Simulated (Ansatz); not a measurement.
**CH6GeO2: atomisation energy**

A script is to give an atomisation energy; the system is CH6GeO2. SMILES: OC[O][GeH3].

All numbers are computed with Ansatz 0.2.0 through its Python package. Level of theory: PBE0+D4/6-31G*.

### Step 1. The system

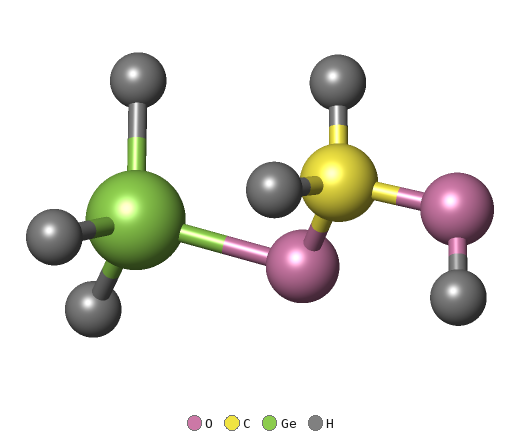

The structure that the script starts from, seen from a chosen angle (oxygen pink, carbon yellow, germanium green, hydrogen grey).

Input file ch6geo2.xyz:

```xyz
10

O    -1.57080    1.61780    0.33610
C    -0.45870    0.88340    0.30550
O    -0.78520   -0.38280   -0.23140
Ge    0.84160   -1.34000   -0.21920
H    -1.85820    1.81970   -0.64240
H    -0.08930    0.81470    1.35240
H     0.34650    1.40490   -0.30460
H     0.51530   -2.74670   -0.78880
H     1.30740   -1.46720    1.27530
H     1.83460   -0.65510   -1.07990
```

### Step 2. Script

run_tae.py

```python
from collections import Counter

import ansatz


def single_point(molecule, charge=0, unpaired=0):
    calc = molecule.calculation().basis(gaussian="6-31G*").functional("pbe0", dispersion="d4")
    if charge:
        calc = calc.charge(charge)
    if unpaired:
        calc = calc.spin("collinear", total=unpaired)
    return calc.run(threads=1, pin="off").report["free_energy_ev"]


def main() -> None:
    molecule = ansatz.Crystal.molecule_from_extxyz("ch6geo2.xyz")

    unpaired = {"O": 2, "C": 2, "Ge": 2, "H": 1}
    counts = Counter(site.symbol for site in molecule.cartesian_sites)
    atom_energy = {s: single_point(ansatz.Crystal.molecule().atom(s, (0, 0, 0)), 0, unpaired[s]) for s in counts}
    whole = single_point(molecule, 0, 0)
    for s, e in atom_energy.items():
        print(f"{s:2s} x{counts[s]}  {e:14.5f} eV")
    print(f"CH6GeO2: {whole:.5f} eV")
    split = sum(counts[s] * e for s, e in atom_energy.items()) - whole
    print(f"atomisation energy (no zero-point term): {23.060548 * split:.1f} kcal/mol, {split / sum(counts.values()):.3f} eV an atom")


if __name__ == "__main__":
    main()
```

### Step 3. The calls as engine input

The package turns the script's settings into the engine's input (first run):

```yaml
crystal:
  periodic: [false, false, false]
  atoms:
    - { symbol: O, position_ang: [0.0, 0.0, 0.0] }
basis:
  gaussian:
    orbitals: "6-31G*"
hamiltonian:
  xc: pbe0
  dispersion: d4
magnetization:
  spin_polarized: true
  initial_magnetization: 2.0
```

### Step 4. Running it

Run with:

```bash
> python run_tae.py
```

Standard output:

```text
O  x2     -2040.44568 eV
C  x1     -1028.41225 eV
Ge x1    -56501.22235 eV
H  x6       -13.58146 eV
CH6GeO2: -61725.79791 eV
atomisation energy (no zero-point term): 779.1 kcal/mol, 3.378 eV an atom
```

Run time: 5.2 s. Hardware: 1 thread of Arm Neoverse V1, shared host; peak memory 0.24 GiB.

### Step 5. Inputs of later runs

The engine's inputs for some of the other runs:

Run 2, against run 1:

```diff
@@ -4 +4 @@
-    - { symbol: O, position_ang: [0.0, 0.0, 0.0] }
+    - { symbol: C, position_ang: [0.0, 0.0, 0.0] }
```

Run 3, against run 1:

```diff
@@ -4 +4 @@
-    - { symbol: O, position_ang: [0.0, 0.0, 0.0] }
+    - { symbol: Ge, position_ang: [0.0, 0.0, 0.0] }
```

Run 5, against run 1:

```diff
@@ -4 +4,10 @@
-    - { symbol: O, position_ang: [0.0, 0.0, 0.0] }
+    - { symbol: O, position_ang: [-1.5708, 1.6178, 0.3361] }
+    - { symbol: C, position_ang: [-0.4587, 0.8834, 0.3055] }
+    - { symbol: O, position_ang: [-0.7852, -0.3828, -0.2314] }
+    - { symbol: Ge, position_ang: [0.8416, -1.34, -0.2192] }
+    - { symbol: H, position_ang: [-1.8582, 1.8197, -0.6424] }
+    - { symbol: H, position_ang: [-0.0893, 0.8147, 1.3524] }
+    - { symbol: H, position_ang: [0.3465, 1.4049, -0.3046] }
+    - { symbol: H, position_ang: [0.5153, -2.7467, -0.7888] }
+    - { symbol: H, position_ang: [1.3074, -1.4672, 1.2753] }
+    - { symbol: H, position_ang: [1.8346, -0.6551, -1.0799] }
@@ -11,3 +19,0 @@
-magnetization:
-  spin_polarized: true
-  initial_magnetization: 2.0
```

### Step 6. The engine's runs

The 5 runs, in the order started:

| run | system | unpaired or total moment | energy (eV) | <S²> | SCF cycles | CPU time (s) |
| --- | --- | --- | --- | --- | --- | --- |
| 1 | O | 2 | -2040.4457 | 2.00 | 11 | 0.12 |
| 2 | C | 2 | -1028.4123 | 2.00 | 10 | 0.11 |
| 3 | Ge | 2 | -56501.2224 | 2.00 | 12 | 0.57 |
| 4 | H | 1 | -13.5815 | 0.75 | 6 | 0.04 |
| 5 | CH6GeO2 | not set | -61725.7979 | 0.00 | 17 | 3.8 |

Totals carry meaning only in balanced differences at one level of theory.

### Step 7. What came out

```
                         quantity           value
atomisation energy, no zero point  779.1 kcal/mol
                    runs compared               5
```

In words: Zero-point motion and spin-orbit terms of the atoms are left out, and both would lower it. 779.1 kcal/mol from the electronic energies, without the zero-point term. The geometry is a force-field or estimated start, not a minimum of this method, and the basis set is short of its limit. All parts are taken at fixed geometry, without zero-point energy.
